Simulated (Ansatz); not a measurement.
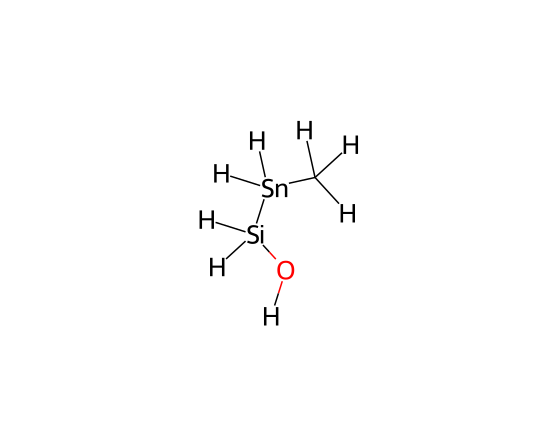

2D structure.

Question: Write the SMILES.

Answer: [CH3][SnH2][SiH2]O

Question: What is the molecular formula?

Answer: CH8OSiSn.

Question: An optimisation with PBE0-D4/def2-TZVP gave a structure of which point group?

Answer: C1. Other conformers may differ.

The parts below concern this one geometry. Atoms keep their numbers from picture to picture. Computed geometry: PBE0-D4/def2-TZVP optimisation. No frequency run is at hand to confirm it as a minimum.

### Shape

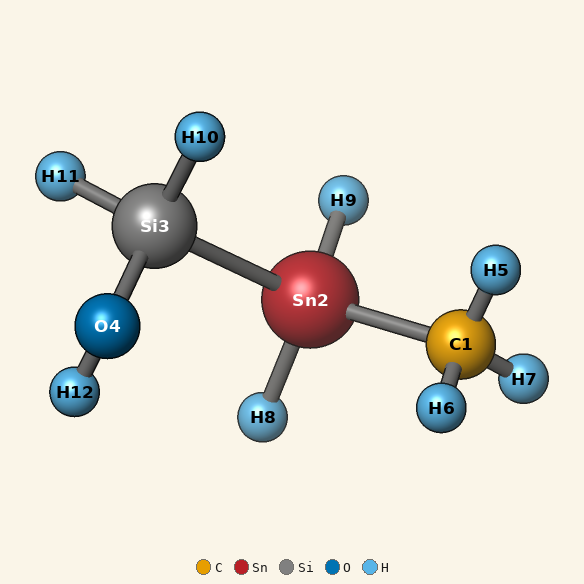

Atoms carry their numbers in the input. No frequency run is at hand to confirm it as a minimum.

List the bonds and their lengths.

| bond | length (Å) |
| --- | --- |
| C1–Sn2 | 2.146 |
| C1–H5 | 1.090 |
| C1–H6 | 1.090 |
| C1–H7 | 1.090 |
| Sn2–Si3 | 2.575 |
| Sn2–H8 | 1.717 |
| Sn2–H9 | 1.714 |
| Si3–O4 | 1.656 |
| Si3–H10 | 1.485 |
| Si3–H11 | 1.492 |
| O4–H12 | 0.958 |

### Levels of theory compared

No frequency run is at hand to confirm it as a minimum. Program: Ansatz 0.2.0.

At this fixed geometry, give HOMO energy (eV), HOMO–LUMO gap (eV) at these levels: B3LYP-D4/def2-TZVPP; PBE-D4/def2-TZVPP; PBE0-D4/def2-TZVPP; r2SCAN-D4/def2-TZVPP; ωB97M-V/def2-TZVPP; ωB97X-V/def2-TZVPP.

```json
{"level": "B3LYP-D4/def2-TZVPP", "HOMO energy (eV)": "−7.12", "HOMO–LUMO gap (eV)": "6.45"}
{"level": "PBE-D4/def2-TZVPP", "HOMO energy (eV)": "−6.19", "HOMO–LUMO gap (eV)": "4.92"}
{"level": "PBE0-D4/def2-TZVPP", "HOMO energy (eV)": "−7.31", "HOMO–LUMO gap (eV)": "6.86"}
{"level": "r2SCAN-D4/def2-TZVPP", "HOMO energy (eV)": "−6.45", "HOMO–LUMO gap (eV)": "5.53"}
{"level": "ωB97M-V/def2-TZVPP", "HOMO energy (eV)": "−9.33", "HOMO–LUMO gap (eV)": "10.48"}
{"level": "ωB97X-V/def2-TZVPP", "HOMO energy (eV)": "−9.51", "HOMO–LUMO gap (eV)": "10.98"}
```

### Dipole moment

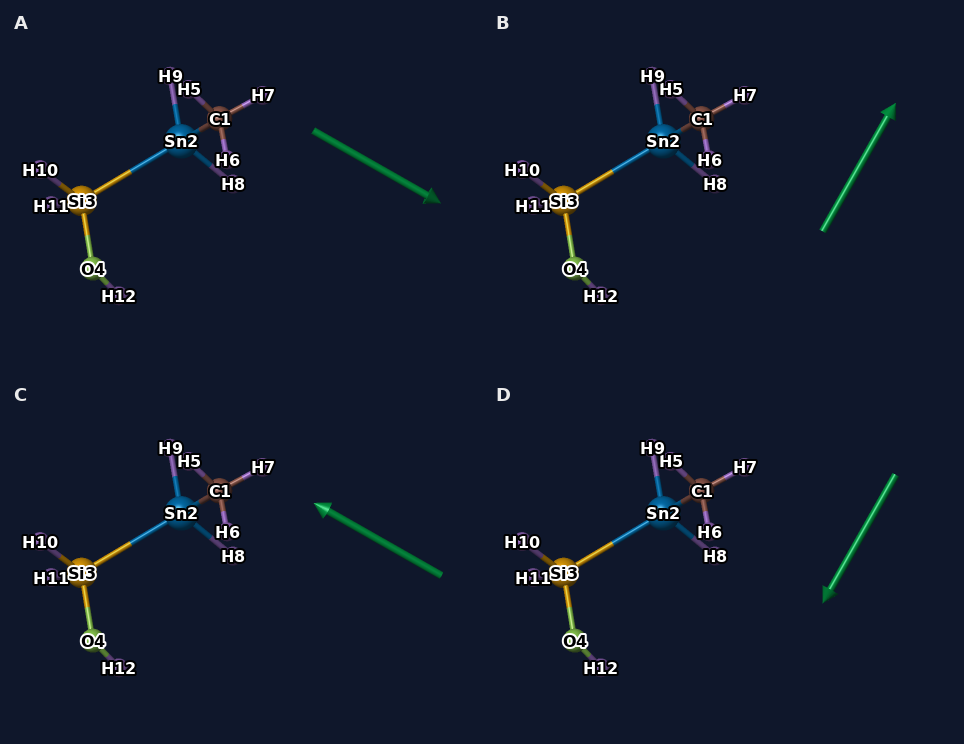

The same molecule four times, each with an arrow. No frequency run is at hand to confirm it as a minimum. Properties computed with RKS r2SCAN-D4/def2-TZVPP, core potentials on Sn (Ansatz 0.2.0).

Question: Which arrow points along the dipole moment, from the negative to the positive end?

Answer: A. The dipole moment is 0.87 D; it points from the side of H10 to the side of H8 (the outermost atoms at the two ends).

### Charges

The questions are on Mulliken charges. No frequency run is at hand to confirm it as a minimum. Properties computed with RKS B3LYP-D4/def2-TZVPP, core potentials on Sn (Ansatz 0.2.0).

List the Mulliken charges.

| atom | value (e) |
| --- | --- |
| C1 | −0.58 |
| Sn2 | 0.55 |
| Si3 | 0.32 |
| O4 | −0.39 |
| H5 | 0.12 |
| H6 | 0.12 |
| H7 | 0.12 |
| H8 | −0.15 |
| H9 | −0.14 |
| H10 | −0.07 |
| H11 | −0.09 |
| H12 | 0.19 |

Mulliken values depend strongly on the basis set and can even reverse the polarity of a bond.
